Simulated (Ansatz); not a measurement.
# C2HClFIn (SMILES C#[C][In]([F])[Cl]): HF/STO-3G

What is the energy change on altering one bond length of C2HClFIn at HF/STO-3G? 

The calculation is run with Ansatz 0.2.0.

117 further runs of the same task are left out: 1 that didn't finish, 116 set aside as unsound or not needed.

### 1 The molecule

The species is C2HClFIn (6 atoms), meant as a singlet with charge 0. SMILES: `C#[C][In]([F])[Cl]`. The shape is that of a PBE0-D4/def2-TZVP optimisation.

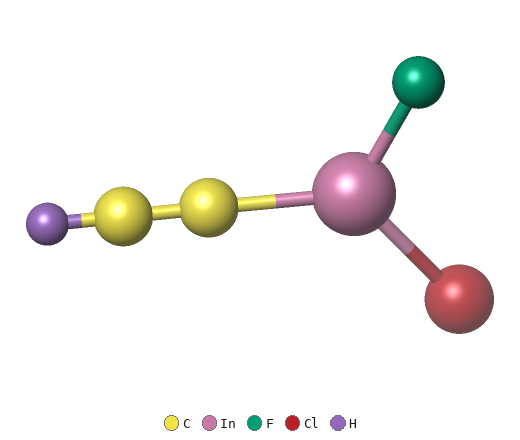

Viewed from a chosen angle; carbon yellow, indium pink, fluorine teal, chlorine red, hydrogen purple.

### 2 A single-point energy at HF/STO-3G

in.yaml reads:

```yaml
crystal:
  periodic: [false, false, false]
  atoms:
    - {symbol: C, position_ang: [1.088300, 0.340300, 1.700800]}
    - {symbol: C, position_ang: [0.438900, 0.120100, 0.708700]}
    - {symbol: In, position_ang: [-0.655800, -0.235700, -0.984700]}
    - {symbol: F, position_ang: [-1.773600, -1.806600, -1.123700]}
    - {symbol: Cl, position_ang: [-0.759200, 1.049500, -2.880900]}
    - {symbol: H, position_ang: [1.661500, 0.532400, 2.579900]}
basis:
  gaussian:
    orbitals: STO-3G
hamiltonian:
  xc: hf
accuracy: high
output:
  orbitals: {seedname: orbitals}
```

On the command line:

```sh
$ ansatz run in.yaml --threads 1 --pin off --max-ram 3480MiB --events-out events.jsonl --progress --plain --runs-dir runs
```

Standard output:

```text
Warning: RAYON_NUM_THREADS=1 ignored (pool sized by the plan → 1); use --threads N
Functional definition: HF
  name "HF"
  exchange = exact_x
  correlation = 0
1009 factors; integrals over basis functions are off by at most 1.1e-8 eV
mean field evaluation 1: about -171726.1427 eV, gradient 2.1e1 eV
mean field evaluation 2: about -171726.1897 eV, gradient 2.1e1 eV
mean field evaluation 4: about -171728.9283 eV, gradient 2.8e0 eV
mean field evaluation 8: about -171728.9581 eV, gradient 1.0e-1 eV
mean field -171728.95823988 eV, -6310.9228132469 hartree, gradient 3.2e-8 eV, S^2 0.000000; 0 other end points of the search recorded, 0 dependent functions left out
reference -171728.95823988 eV, -6310.9228132469 hartree; 44, 44 occupied and 8, 8 virtual orbitals, 1009 factors
Total energy: -171728.95823988 eV, -6310.9228132469 hartree
```

Run time: 1.2 s. Hardware: 1 thread of Arm Neoverse V2, shared host; peak memory 0.14 GiB.

### 3 The distorted shape at the same level

job.yaml reads:

```yaml
crystal:
  periodic: [false, false, false]
  atoms:
    - {symbol: C, position_ang: [1.119318, -0.045235, 2.269623]}
    - {symbol: C, position_ang: [0.469918, -0.265435, 1.277523]}
    - {symbol: In, position_ang: [-0.624782, -0.621235, -0.415877]}
    - {symbol: F, position_ang: [-1.742582, -2.192135, -0.554877]}
    - {symbol: Cl, position_ang: [-0.759200, 1.049500, -2.880900]}
    - {symbol: H, position_ang: [1.692518, 0.146865, 3.148723]}
basis:
  gaussian: {orbitals: STO-3G}
total_charge: 0
hamiltonian: {xc: hf}
accuracy: high
output: {orbitals: {seedname: orbitals}}
```

On the command line:

```sh
$ ansatz run job.yaml --threads 1 --pin off --max-ram 3480MiB --events-out events.jsonl --progress --plain --runs-dir runs
```

Standard output:

```text
Warning: RAYON_NUM_THREADS=1 ignored (pool sized by the plan → 1); use --threads N
[... 4 set-up lines as earlier in the session ...]
981 factors; integrals over basis functions are off by at most 2.8e-8 eV
mean field evaluation 1: about -171723.0602 eV, gradient 2.2e1 eV
mean field evaluation 2: about -171723.0992 eV, gradient 2.2e1 eV
mean field evaluation 4: about -171726.6917 eV, gradient 3.6e0 eV
mean field evaluation 8: about -171726.7429 eV, gradient 1.3e-1 eV
mean field -171726.74313119 eV, -6310.8414095040 hartree, gradient 7.7e-8 eV, S^2 0.000000; 0 other end points of the search recorded, 0 dependent functions left out
reference -171726.74313119 eV, -6310.8414095040 hartree; 44, 44 occupied and 8, 8 virtual orbitals, 981 factors
Total energy: -171726.74313119 eV, -6310.8414095040 hartree
```

It took 1.2 s on 1 thread of Arm Neoverse V2, shared host; peak memory 0.14 GiB.

### 4 Outcome

At HF/STO-3G:

| quantity | value |
| --- | --- |
| first shape: total energy | -6310.92281 Eh |
| first shape: HOMO energy | -8.87 eV |
| first shape: LUMO energy | 4.88 eV |
| first shape: HOMO–LUMO gap | 13.76 eV |
| distorted shape: total energy | -6310.84141 Eh |
| distorted shape: HOMO energy | -8.07 eV |
| distorted shape: LUMO energy | 3.67 eV |
| distorted shape: HOMO–LUMO gap | 11.74 eV |
| energy change with the In3–Cl5 bond stretched from 2.293 to 2.981 Å | 2.215 eV |

What this shows: With the In3–Cl5 bond stretched from 2.293 to 2.981 Å the energy rises by 2.22 eV (51 kcal/mol). The first shape isn't relaxed at this level, so the change isn't measured from a minimum. The minimal basis adds a large error of its own. Relativity is left out (first shape) although the molecule holds a heavy atom. Relativity is left out (distorted shape) although the molecule holds a heavy atom.
